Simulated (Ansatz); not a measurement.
**CH7BSi (SMILES CB[SiH3]) at CCSD/6-311+G(d,p)**

What is the electronic atomisation energy of CH7BSi at CCSD/6-311+G**? 

The calculation is run with Ansatz 0.2.0.

65 further runs of the same task are left out: 65 set aside as unsound or not needed.

**1. The molecule**

The species is CH7BSi (10 atoms), meant as a singlet with charge 0. As SMILES, `CB[SiH3]`. The shape is that of a PBE0-D4/def2-TZVP optimisation.

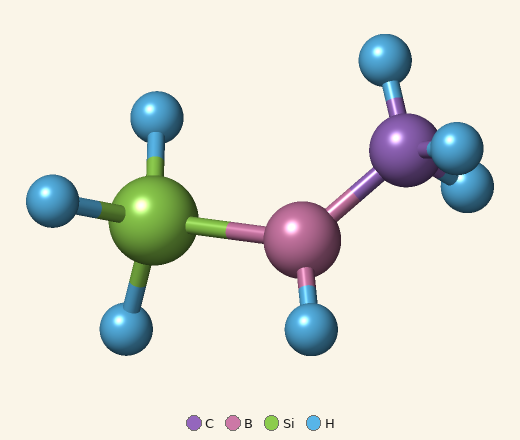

Viewed from a chosen angle; carbon purple, boron pink, silicon green, hydrogen blue.

**2. The energy at CCSD/6-311+G(d,p)**

Contents of molecule.yaml:

```yaml
crystal:
  periodic: [false, false, false]
  atoms:
    - {symbol: C, position_ang: [-1.087900, 0.975000, -0.576900]}
    - {symbol: B, position_ang: [0.112000, 0.000300, -0.689900]}
    - {symbol: Si, position_ang: [1.014100, -0.883100, 0.884800]}
    - {symbol: H, position_ang: [-1.958400, 0.307500, -0.716200]}
    - {symbol: H, position_ang: [-1.157900, 1.712200, -1.380000]}
    - {symbol: H, position_ang: [-1.228600, 1.454100, 0.393400]}
    - {symbol: H, position_ang: [0.516800, -0.288200, -1.783700]}
    - {symbol: H, position_ang: [1.154200, -2.354100, 0.685500]}
    - {symbol: H, position_ang: [0.324900, -0.654200, 2.186700]}
    - {symbol: H, position_ang: [2.393700, -0.320800, 0.999300]}
basis:
  gaussian:
    orbitals: 6-311+G_st__st_-spherical.json
correlation:
  method: ccsd
  frozen_orbitals: {B: 1, C: 1, H: 0, Si: 5}
accuracy: high
scf:
  omitted_lower_state_checks: [cluster_reference, increment]
```

The basis set 6-311+G** is read from a file made from the Basis Set Exchange's data (not shown).

Launch:

```sh
$ ansatz run molecule.yaml --threads 1 --pin off --max-ram 3480MiB --events-out events.jsonl --progress --plain --runs-dir runs
```

The program printed:

```text
Warning: RAYON_NUM_THREADS=1 ignored (pool sized by the plan → 1); use --threads N
Functional definition: HF
  name "HF"
  exchange = exact_x
  correlation = 0
these checks for a lower state are left out or cut short: cluster_reference, increment
2301 factors; integrals over basis functions are off by at most 4.2e-9 eV
mean field evaluation 1: about -9672.5294 eV, gradient 2.8e1 eV
mean field evaluation 2: about -9672.5323 eV, gradient 2.8e1 eV
mean field evaluation 4: about -9675.1015 eV, gradient 2.8e0 eV
mean field evaluation 8: about -9675.1421 eV, gradient 6.0e-5 eV
mean field -9675.14211593 eV, -355.5549147136 hartree, gradient 7.4e-9 eV, S^2 0.000000; 0 other end points of the search recorded, 0 dependent functions left out
7 core orbitals not correlated: weight in the atoms' cores, before any rotation towards them, 1.000 or more for the frozen orbitals, at most 0.000 for the correlated occupied ones
reference -9675.14211593 eV, -355.5549147136 hartree; 9, 9 occupied and 100, 100 virtual orbitals, 2301 factors
second order -9.53286981 eV of doubles, -0.00000000 eV of singles
cycle   1  -10.60597450 eV  change    -1.1e0 eV  update   7.6e-2
cycle   2  -10.99389353 eV  change   -3.9e-1 eV  update   2.4e-2
cycle   3  -11.02429475 eV  change   -3.0e-2 eV  update   7.6e-3
cycle   4  -11.02141524 eV  change    2.9e-3 eV  update   2.6e-3
cycle   5  -11.02079309 eV  change    6.2e-4 eV  update   9.1e-4
cycle   6  -11.02055149 eV  change    2.4e-4 eV  update   3.0e-4
cycle   7  -11.02054652 eV  change    5.0e-6 eV  update   9.1e-5
cycle   8  -11.02056853 eV  change   -2.2e-5 eV  update   3.2e-5
cycle   9  -11.02056382 eV  change    4.7e-6 eV  update   1.0e-5
cycle  10  -11.02056202 eV  change    1.8e-6 eV  update   3.1e-6
cycle  11  -11.02056293 eV  change   -9.1e-7 eV  update   1.3e-6
cycle  12  -11.02056362 eV  change   -6.9e-7 eV  update   6.0e-7
cycle  13  -11.02056406 eV  change   -4.4e-7 eV  update   2.5e-7
cycle  14  -11.02056412 eV  change   -5.4e-8 eV  update   1.2e-7
cycle  15  -11.02056408 eV  change    3.3e-8 eV  update   6.0e-8
cycle  16  -11.02056405 eV  change    3.8e-8 eV  update   3.5e-8
cycle  17  -11.02056403 eV  change    1.6e-8 eV  update   2.5e-8
cycle  18  -11.02056405 eV  change   -2.5e-8 eV  update   1.1e-7
cycle  19  -11.02056406 eV  change   -1.0e-8 eV  update   2.6e-8
cycle  20  -11.02056407 eV  change   -6.8e-9 eV  update   7.3e-9
cycle  21  -11.02056407 eV  change  -4.5e-10 eV  update   2.5e-9
cycle  22  -11.02056407 eV  change  -4.2e-10 eV  update  8.0e-10
Total energy: -9686.16268000 eV, -355.9599129733 hartree
Checks for a lower state left out: cluster_reference, increment
```

Run time: 24 s. Hardware: 1 thread of Arm Neoverse V2, shared host; peak memory 1 GiB.

**3. The B atom, same level**

Contents of in.yaml:

```yaml
crystal:
  periodic: [false, false, false]
  atoms:
    - {symbol: B, position_ang: [0.000000, 0.000000, 0.000000]}
basis:
  gaussian:
    orbitals: 6-311+G_st__st_.json
magnetization:
  spin_polarized: true
  initial_magnetization: 1
correlation:
  method: ccsd
  frozen_orbitals: {B: 1}
accuracy: high
scf:
  omitted_lower_state_checks: [cluster_reference, increment]
```

The basis set 6-311+G** is read from a file made from the Basis Set Exchange's data (not shown).

Run the same way, it converges to -24.59125 Eh (log not shown).

**4. The C atom at the same level**

Contents of run.yaml:

```yaml
basis:
  gaussian: {orbitals: 6-311+G_st__st_.json}
crystal:
  periodic: [false, false, false]
  atoms:
    - symbol: C
      position_ang: [0.000000, 0.000000, 0.000000]
magnetization: {spin_polarized: true, initial_magnetization: 2}
correlation: {method: ccsd, frozen_orbitals: {C: 1}}
accuracy: high
scf: {omitted_lower_state_checks: [cluster_reference, increment]}
```

The basis set 6-311+G** is read from a file made from the Basis Set Exchange's data (not shown).

Run the same way, it converges to -37.76650 Eh (log not shown).

**5. The H atom: a single-point energy at UHF/6-311+G(d,p)**

Contents of run.yaml:

```yaml
crystal:
  periodic: [false, false, false]
  atoms:
    - {symbol: H, position_ang: [0.000000, 0.000000, 0.000000]}
basis:
  gaussian:
    orbitals: 6-311+G_st__st_.json
magnetization:
  spin_polarized: true
  initial_magnetization: 1
hamiltonian:
  xc: hf
accuracy: high
```

The basis set 6-311+G** is read from a file made from the Basis Set Exchange's data (not shown).

Run the same way, it converges to -0.49981 Eh (log not shown).

**6. The Si atom, same level**

Contents of run.yaml:

```yaml
crystal:
  periodic: [false, false, false]
  atoms:
    - {symbol: Si, position_ang: [0.000000, 0.000000, 0.000000]}
basis:
  gaussian:
    orbitals: 6-311+G_st__st_-spherical.json
magnetization:
  spin_polarized: true
  initial_magnetization: 2
correlation:
  method: ccsd
  frozen_orbitals: {Si: 5}
accuracy: high
scf:
  omitted_lower_state_checks: [cluster_reference, increment]
```

The basis set 6-311+G** is read from a file made from the Basis Set Exchange's data (not shown).

Run the same way, it converges to -288.90863 Eh (log not shown).

**7. Outcome**

At CCSD/6-311+G**, 7 core orbitals frozen:

| quantity | value |
| --- | --- |
| molecule: total energy | -355.95991 Eh |
| molecule: correlation energy (7 core orbitals frozen) | -405.0 mEh |
| molecule: T1 diagnostic | 0.011 |
| B atom: total energy | -24.59125 Eh |
| B atom: correlation energy (1 core orbital frozen) | -60.9 mEh |
| B atom: ⟨S²⟩ of the reference determinant | 0.757 |
| B atom: T1 diagnostic | 0.012 |
| C atom: total energy | -37.76650 Eh |
| C atom: correlation energy (1 core orbital frozen) | -76.9 mEh |
| C atom: ⟨S²⟩ of the reference determinant | 2.008 |
| C atom: T1 diagnostic | 0.008 |
| H atom: total energy | -0.49981 Eh |
| H atom: ⟨S²⟩ | 0.750 |
| Si atom: total energy | -288.90863 Eh |
| Si atom: correlation energy (5 core orbitals frozen) | -58.1 mEh |
| Si atom: ⟨S²⟩ of the reference determinant | 2.006 |
| Si atom: T1 diagnostic | 0.010 |
| electronic atomisation energy | 32.514 eV |

In words: Taking the molecule apart into free atoms costs 32.51 eV (750 kcal/mol), before zero-point energy and without spin-orbit coupling.
